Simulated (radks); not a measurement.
# Valence configurations of Lu

NIST gives [Xe] 4f14 5d1 6s2 as the ground configuration of Lu. Does this level of theory agree? Several fillings of the valence shells are run.

Method: Dirac Kohn-Sham, PBE, spin-unpolarised, spherical densities, point nucleus; open shells are shared between the two j in proportion to 2j + 1. Code: radks (a radial shooting solver on a logarithmic mesh, Libxc functionals) version 1.

**1. Starting point**

* element: lutetium (Z = 71)
* charge: 0
* electrons: 71
* configuration: [Xe] 4f14 5d1 6s2
* others tried: 4f14 6s2 6p1; 4f14 5d3; 4f13.5 5d3 6p0.5; 4f14 5d2 6s1; 4f13 5d1 6s2 6p1; 4f13.5 5d1 6s2 6p0.5; 4f13 6s2 6p2; 4f14 5d1.5 6s1.5; 4f13 5d3 6s1

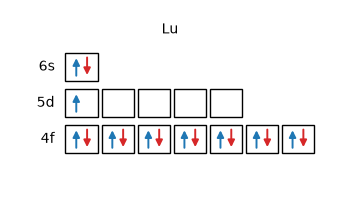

Occupation of the outer shells (arrows by Hund's rule).

**2. [Xe] 4f14 5d1 6s2**

Settings of this run:

```text
Z 71
configuration [Xe] 4f14 5d1 6s2
relativity Dirac
functional pbe,pbe
spin unpolarised
j_filling average
nucleus point
c 137.035999084
```

**3. [Xe] 4f14 6s2 6p1**

Input: that of step 2 with these lines changed.

```diff
@@ -1,3 +1,3 @@
 Z 71
-configuration [Xe] 4f14 5d1 6s2
+configuration [Xe] 4f14 6s2 6p1
 relativity Dirac
```

**4. [Xe] 4f14 5d3**

Input: that of step 3 with these lines changed.

```diff
@@ -1,3 +1,3 @@
 Z 71
-configuration [Xe] 4f14 6s2 6p1
+configuration [Xe] 4f14 5d3
 relativity Dirac
```

**5. [Xe] 4f13.5 5d3 6p0.5**

Input: that of step 4 with these lines changed.

```diff
@@ -1,3 +1,3 @@
 Z 71
-configuration [Xe] 4f14 5d3
+configuration [Xe] 4f13.5 5d3 6p0.5
 relativity Dirac
```

**6. [Xe] 4f14 5d2 6s1**

Input: that of step 5 with these lines changed.

```diff
@@ -1,3 +1,3 @@
 Z 71
-configuration [Xe] 4f13.5 5d3 6p0.5
+configuration [Xe] 4f14 5d2 6s1
 relativity Dirac
```

**7. [Xe] 4f13 5d1 6s2 6p1**

Input: that of step 6 with these lines changed.

```diff
@@ -1,3 +1,3 @@
 Z 71
-configuration [Xe] 4f14 5d2 6s1
+configuration [Xe] 4f13 5d1 6s2 6p1
 relativity Dirac
```

**8. [Xe] 4f13.5 5d1 6s2 6p0.5**

Settings of this run:

```text
Z 71
configuration [Xe] 4f13.5 5d1 6s2 6p0.5
relativity Dirac
functional pbe,pbe
spin unpolarised
j_filling average
nucleus point
c 137.035999084
```

**9. [Xe] 4f13 6s2 6p2**

Settings of this run:

```text
Z 71
configuration [Xe] 4f13 6s2 6p2
relativity Dirac
functional pbe,pbe
spin unpolarised
j_filling average
nucleus point
c 137.035999084
```

**10. [Xe] 4f14 5d1.5 6s1.5**

Input: that of step 9 with these lines changed.

```diff
@@ -1,3 +1,3 @@
 Z 71
-configuration [Xe] 4f13 6s2 6p2
+configuration [Xe] 4f14 5d1.5 6s1.5
 relativity Dirac
```

**11. [Xe] 4f13 5d3 6s1**

Input: that of step 10 with these lines changed.

```diff
@@ -1,3 +1,3 @@
 Z 71
-configuration [Xe] 4f14 5d1.5 6s1.5
+configuration [Xe] 4f13 5d3 6s1
 relativity Dirac
```

**Question.** What will these runs give? Wanted: for each run, valence; E − E(NIST configuration); highest level; its energy; 1s shift.

As calculated:

```
             valence  E − E(NIST configuration) (eV)  highest level  its energy (eV)  1s shift (eV)
        4f14 5d1 6s2                           0.000          5d5/2           -1.631          +0.00
        4f14 6s2 6p1                           0.923          6p3/2           -2.051          -3.01
    4f14 5d1.5 6s1.5                           1.479          5d5/2           -1.398          +0.48
        4f14 5d2 6s1                           3.002          5d5/2           -1.246          +0.84
4f13.5 5d1 6s2 6p0.5                           5.230          6p3/2           -1.702          -5.16
            4f14 5d3                           6.133          5d5/2           -1.121          +1.27
    4f13.5 5d3 6p0.5                          10.388          6p3/2           -1.495          -2.73
    4f13 5d1 6s2 6p1                          12.870          6p3/2           -2.147         -10.80
        4f13 5d3 6s1                          13.196          5d5/2           -1.906          -6.12
        4f13 6s2 6p2                          16.446          6p3/2           -2.943         -14.53
```

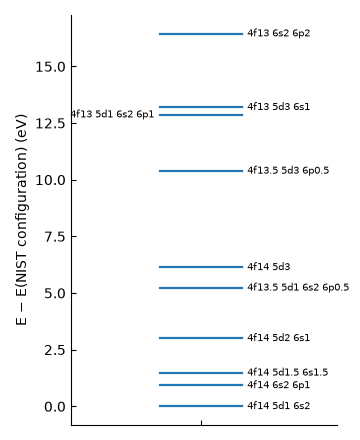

Energies of the configurations.

Theory agrees with NIST among these: the next, 4f14 6s2 6p1, lies 0.923 eV higher. The energies are those of spherical spin-averaged densities, not of single terms. The 1s eigenvalue shifts by up to 14.53 eV as the valence charge is rearranged.
